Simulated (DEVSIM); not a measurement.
System: Si p-i-n diode, at 250 K.

| layer (left to right) | material | thickness (μm) | Nd (cm⁻³) | Na (cm⁻³) | τn (s) | τp (s) |
|---|---|---|---|---|---|---|
| 1 | Si | 0.0560 | - | 4.1e17 | 7.5e-6 | 7.5e-6 |
| 2 | Si | 0.480 | 3.6e11 | - | 7.5e-6 | 7.5e-6 |
| 3 | Si | 2.00 | 2.9e17 | - | 7.5e-6 | 7.5e-6 |

Left contact: ohmic. Right contact: ohmic. Voltage is applied to the left contact. Recombination: SRH at mid-gap, Auger. Mobility is μmin + (μ − μmin)/(1 + (N/Nref)^α).

This is a model device: material constants are rounded textbook-type values typed into the input, and sizes, dopings and lifetimes were drawn at random. Values at 300 K; Nc and Nv go as T^1.5, mobilities as T to minus their exponent, the gap by Varshni's rule with the affinity fixed.

```
parameter               Si
----------------  --------
gap (eV)             1.124
affinity (eV)         4.05
permittivity          11.7
Nc (cm⁻³)          2.86e19
Nv (cm⁻³)           3.1e19
μn (cm²/Vs)           1417
μp (cm²/Vs)            470
μn,min                  52
μp,min                  45
Nref,n              9.7e16
Nref,p              2.2e17
αn                    0.68
αp                    0.72
T exponent of μn       2.3
T exponent of μp       2.2
Cn (cm⁶/s)         2.8e-31
Cp (cm⁶/s)         9.9e-32
Varshni α (eV/K)  0.000473
Varshni β (K)          636
```

Simulated with DEVSIM: 1D drift-diffusion, Boltzmann statistics, complete ionisation; no tunnelling, impact ionisation, image-force lowering or self-heating.

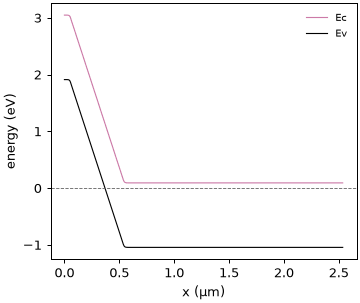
Figure. Band edges at -2.0 V on the left contact

Energies count from the Fermi level of the right contact; mesh points crowd at the junctions.

| x (μm) | Ec (eV) | Ev (eV) | n (cm⁻³) | p (cm⁻³) | field (V/cm) |
|---|---|---|---|---|---|
| 0.000 | 3.049 | 1.913 | < 1e2 | 4.1e17 | -17 |
| 0.01655 | 3.049 | 1.913 | < 1e2 | 4.1e17 | -150 |
| 0.03355 | 3.047 | 1.911 | < 1e2 | 3.8e17 | -2700 |
| 0.05050 | 3.025 | 1.889 | < 1e2 | 1.3e17 | -35000 |
| 0.07563 | 2.881 | 1.745 | < 1e2 | 1.7e14 | -59000 |
| 0.1127 | 2.662 | 1.526 | < 1e2 | 6.4e9 | -59000 |
| 0.1792 | 2.267 | 1.131 | < 1e2 | < 1e2 | -59000 |
| 0.3487 | 1.262 | 0.126 | < 1e2 | < 1e2 | -59000 |
| 0.4437 | 0.699 | -0.437 | 170000 | < 1e2 | -59000 |
| 0.4965 | 0.386 | -0.750 | 3.6e11 | < 1e2 | -59000 |
| 0.5259 | 0.212 | -0.924 | 1.2e15 | < 1e2 | -59000 |
| 0.5511 | 0.103 | -1.034 | 1.9e17 | < 1e2 | -13000 |
| 0.5865 | 0.093 | -1.043 | 2.9e17 | < 1e2 | -95 |
| 0.6533 | 0.093 | -1.043 | 2.9e17 | < 1e2 | ≈ 0 |
| 0.8390 | 0.093 | -1.043 | 2.9e17 | < 1e2 | ≈ 0 |
| 1.131 | 0.093 | -1.043 | 2.9e17 | < 1e2 | ≈ 0 |
| 1.651 | 0.093 | -1.043 | 2.9e17 | < 1e2 | ≈ 0 |
| 2.080 | 0.093 | -1.043 | 2.9e17 | < 1e2 | ≈ 0 |
| 2.360 | 0.093 | -1.043 | 2.9e17 | < 1e2 | ≈ 0 |
| 2.455 | 0.093 | -1.043 | 2.9e17 | < 1e2 | ≈ 0 |
| 2.505 | 0.093 | -1.043 | 2.9e17 | < 1e2 | ≈ 0 |
| 2.536 | 0.093 | -1.043 | 2.9e17 | < 1e2 | ≈ 0 |
